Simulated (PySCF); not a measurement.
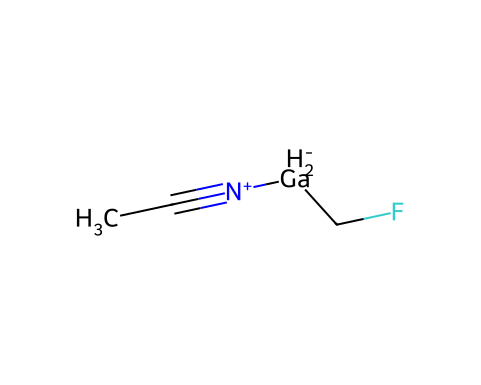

(Drawn from a calculation with PySCF.)

A structural formula.

Transcribe the drawing into SMILES.

CC#[N+][GaH2-][CH2]F

Give the formula, hydrogens included.

C3H7FGaN.

An optimisation with PBE0-D3(BJ)/def2-SVP gave a structure of which point group?

C1. Other conformers may differ.
